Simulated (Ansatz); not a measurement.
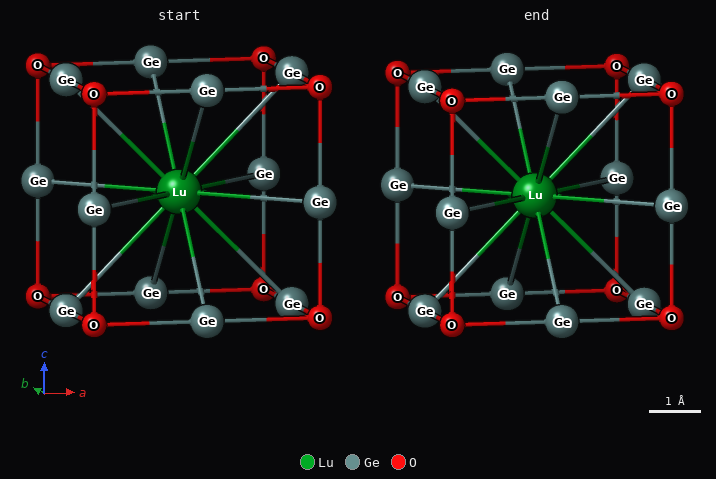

The structure of solid LuGe$_{3}$O (a generated structure, set up in Pm-3m) (coarse preliminary run) before (left) and after (right) a relaxation, at one scale.

A ball-and-stick model of the cell of the calculation, seen slightly off an axis.

Level of theory: DFT PBE, scalar-relativistic, plane waves, PAW in Ansatz 0.2.0. Settings: plane-wave cutoff 420 eV; k-point mesh 4 × 4 × 4; occupations gaussian; smearing width 0.1 eV; no spin polarisation; cell and atoms relaxed; force threshold 0.04 eV/Å; at most 70 steps.

> Describe what moved and what it gained.

The atoms keep their places relative to the cell (all moves are under 0.005 Å). The volume changes by −8.3 %, with a = b = c 4.566 → 4.436 Å (−2.9 %). Near-neighbour distances that change, for instance: Ge–Lu 3.229 → 3.136 Å, Ge–O 2.283 → 2.218 Å. The space group stays Pm-3m (No. 221). The energy falls by 0.136 eV per cell of the calculation in 1 accepted move (2 points after the start). All forces vanish by symmetry, so only the cell relaxes. Pressure: −5.35 GPa at the start and 0.15 GPa at the end. At 1 point the geometry stayed and the basis and grid were re-selected for the new cell (energy shift of 5.4 meV per cell of the calculation at most each time).
